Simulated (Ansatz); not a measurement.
# SiH4 (silane): CAM-B3LYP/cc-pVTZ

What is the electronic atomisation energy of SiH4 (silane) at CAM-B3LYP/cc-pVTZ? 

The results are computed with Ansatz 0.2.0.

34 further runs of the same task are left out: 34 set aside as unsound or not needed.

### 1 The system as given

The species is SiH4 (5 atoms), meant as a singlet with charge 0. As SMILES, `[SiH4]`. The coordinates come from a PBE0-D4/def2-TZVP relaxation.

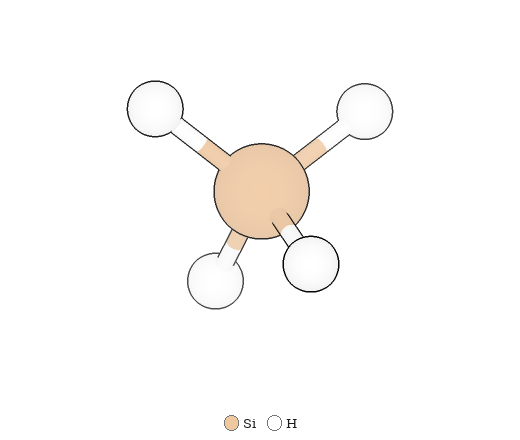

The structure, seen from a chosen angle (silicon light orange, hydrogen white).

### 2 The energy at CAM-B3LYP/cc-pVTZ

Contents of run.yaml:

```yaml
crystal:
  periodic: [false, false, false]
  atoms:
    - {symbol: Si, position_ang: [-0.000000, 0.000000, -0.000100]}
    - {symbol: H, position_ang: [0.967600, -0.688400, 0.890900]}
    - {symbol: H, position_ang: [-1.331000, 0.044900, 0.656000]}
    - {symbol: H, position_ang: [-0.105100, -0.740300, -1.282600]}
    - {symbol: H, position_ang: [0.468500, 1.383800, -0.264200]}
basis:
  gaussian:
    orbitals: cc-pVTZ
hamiltonian:
  xc: {name: CAM-B3LYP}
accuracy: high
output: {orbitals: {seedname: orbitals}}
```

Launch:

```console
$ ansatz run run.yaml --threads 1 --pin off --max-ram 3480MiB --events-out events.jsonl --progress --plain --runs-dir runs
```

The program printed:

```text
Warning: RAYON_NUM_THREADS=1 ignored (pool sized by the plan → 1); use --threads N
Functional definition: CAM-B3LYP
  name "CAM-B3LYP"
  parameter alpha = 0.19
  parameter beta = 0.46
  parameter omega = 0.33/bohr
  parameter ac = 0.81
  exchange = (1 - alpha - beta)*b88_x + beta*b88_x_sr(omega) + alpha*exact_x + beta*exact_x_lr(omega)
  correlation = (1 - ac)*vwn5_c + ac*lyp_c
1521 factors; integrals over basis functions are off by at most 3.1e-9 eV
306 factors; integrals over basis functions are off by at most 1.7e-9 eV
mean field evaluation 1: about -7942.6679 eV, gradient 6.1e0 eV
mean field evaluation 2: about -7942.7857 eV, gradient 1.5e0 eV
mean field evaluation 4: about -7942.7923 eV, gradient 6.4e-1 eV
mean field evaluation 8: about -7942.7926 eV, gradient 1.4e-3 eV
mean field -7942.79258399 eV, -291.8922436434 hartree, gradient 6.9e-8 eV, S^2 0.000000; 0 other end points of the search recorded, 0 dependent functions left out
reference -7942.79260122 eV, -291.8922442765 hartree; 9, 9 occupied and 81, 81 virtual orbitals, 1521 factors
Total energy: -7942.79260122 eV, -291.8922442765 hartree
```

It took 3.6 s on 1 thread of Arm Neoverse V1, shared host; peak memory 0.2 GiB.

### 3 The H atom at the same level

Contents of molecule.yaml:

```yaml
crystal:
  periodic: [false, false, false]
  atoms:
    - {symbol: H, position_ang: [0.000000, 0.000000, 0.000000]}
basis:
  gaussian:
    orbitals: cc-pVTZ
total_charge: 0
magnetization:
  spin_polarized: true
  initial_magnetization: 1
hamiltonian:
  xc: {name: CAM-B3LYP}
accuracy: high
```

Run the same way, it converges to -0.49881 Eh (log not shown).

### 4 The Si atom

Contents of input.yaml:

```yaml
crystal:
  periodic: [false, false, false]
  atoms:
    - {symbol: Si, position_ang: [0.000000, 0.000000, 0.000000]}
basis:
  gaussian:
    orbitals: cc-pVTZ
hamiltonian:
  xc: {name: CAM-B3LYP}
accuracy: high
magnetization:
  spin_polarized: true
  initial_magnetization: 2
```

Run the same way, it converges to -289.38121 Eh (log not shown).

### 5 Outcome

At CAM-B3LYP/cc-pVTZ:

| quantity | value |
| --- | --- |
| molecule: total energy | -291.89224 Eh |
| molecule: HOMO energy | -11.31 eV |
| molecule: LUMO energy | 2.17 eV |
| molecule: HOMO–LUMO gap | 13.48 eV |
| H atom: total energy | -0.49881 Eh |
| H atom: ⟨S²⟩ | 0.750 |
| Si atom: total energy | -289.38121 Eh |
| Si atom: ⟨S²⟩ | 2.004 |
| electronic atomisation energy | 14.035 eV |

What this shows: Taking the molecule apart into free atoms costs 14.04 eV (324 kcal/mol), before zero-point energy and without spin-orbit coupling.
